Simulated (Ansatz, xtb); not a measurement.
## Loss of SiH4: C3H8Si → C3H4 + SiH4

Species: C3H8Si (prop-2-enylsilane) `C=CC[SiH3]`, singlet; C3H4 (allene) `C=C=C`, singlet; SiH4 (silane) `[SiH4]`, singlet. 

Shapes, held fixed at every level: PBE0-D4/def2-TZVP. Flexible molecules stand in one conformer, not always the lowest. Programs: Ansatz 0.2.0, xtb 6.7.1. Electronic energies: no zero-point or thermal term.

| level | kind | ΔE (kJ/mol) | less CCSD(T)/CBS estimate | CPU time (sum over the molecules) |
| --- | --- | --- | --- | --- |
| GFN2-xTB | semi-empirical | +125.1 | -44.9 | 0.14 s |
| r2SCAN-D4/def2-TZVPP | meta-GGA | +163.9 | -6.1 | 16 s |
| B3LYP-D4/def2-TZVPP | global hybrid | +153.0 | -17.0 | 13 s |
| PBE0-D4/def2-TZVPP | global hybrid | +176.4 | +6.4 | 8.5 s |
| B2PLYP/def2-TZVPP | double hybrid | +152.2 | -17.8 | 15 s |
| CCSD(T)/def2-TZVPP | coupled cluster or CI | +166.0 | -4.0 | 4.5 min |
| CCSD/def2-TZVPP | coupled cluster or CI | +165.1 | -4.9 | – |
| CCSD(T)/CBS estimate | coupled cluster or CI | +170.0 | 0.0 | 13 min |

The highest level, CCSD(T)/CBS estimate, gives ΔE = +170.0 kJ/mol; the levels span +125.1 to +176.4. The column of differences is taken from that level and isn't an error. No measured value is set beside it here. The CBS estimate extrapolates MP2 from def2-TZVPP and def2-QZVPP and adds CCSD(T) − MP2 in the triple-zeta set, cores frozen. Times are processor times on shared x86 and Arm servers, and rough.

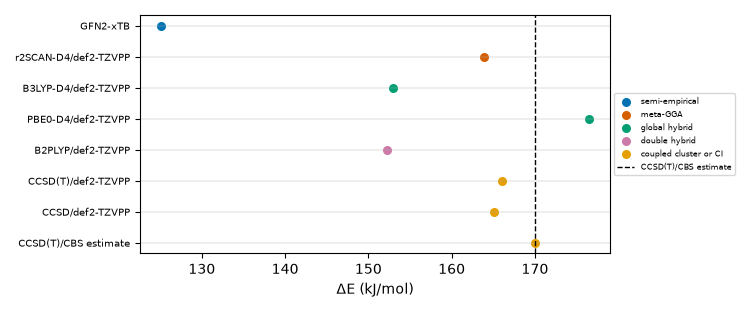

The values of the table, level by level.
